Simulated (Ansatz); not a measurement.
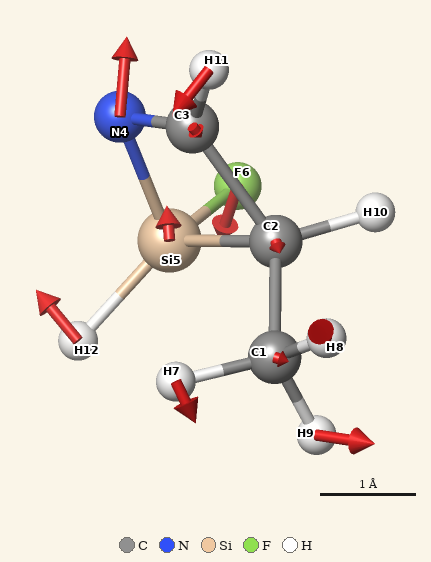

This is a relaxation of C3H6FNSi (coarse preliminary run). The starting structure is drawn; red arrows show the displacements, magnified 3 times. The two geometries are superimposed by the best rigid fit.

The picture is a ball-and-stick view, seen from a free direction.

The start comes from a force field.

These are results of Ansatz 0.2.0, RKS PBE-D4/def2-SVP, not measurements. Settings: force threshold 0.03 eV/Å; at most 200 steps.

Q: What happened in the run?

A: The largest move after the best rigid fit is that of N4, 0.29 Å. Largest moves by element: N 0.29 Å, F 0.27 Å, H 0.24 Å, Si 0.13 Å, C 0.06 Å. Among the contacts that change: N4–Si5 1.695 → 1.802 Å, C3–N4 1.217 → 1.302 Å, C1–H8 1.038 → 1.111 Å, C2–Si5 1.842 → 1.908 Å. Bond angles that change, for instance: C3–N4–Si5 100.0° → 87.5°, C2–C3–N4 102.0° → 114.2°, N4–C3–H11 134.1° → 122.5°. After 9 geometry steps the energy has fallen by 1.153 eV. The largest force component goes from 8.5 to 0.025 eV/Å.
